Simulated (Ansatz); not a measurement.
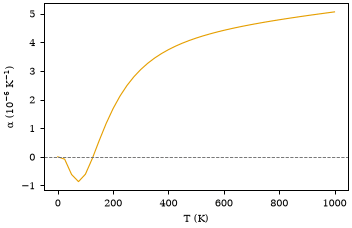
Linear thermal expansion of AlP in the zinc blende structure from the quasi-harmonic free energy, LDA in Ansatz (a program for electronic structure)

Dynamical quadrupoles are not included in the interpolation of the phonons between the solved wave vectors.

Q: Read off α at 600 K, and say whether it is negative anywhere.

A: About 4.4 × 10⁻⁶ K⁻¹. It is negative at low temperature and turns positive near 130 K; the lowest value on the 25 K grid is -0.87 × 10⁻⁶ K⁻¹.

The PAW data sets were generated under PBE and serve the other functionals too.
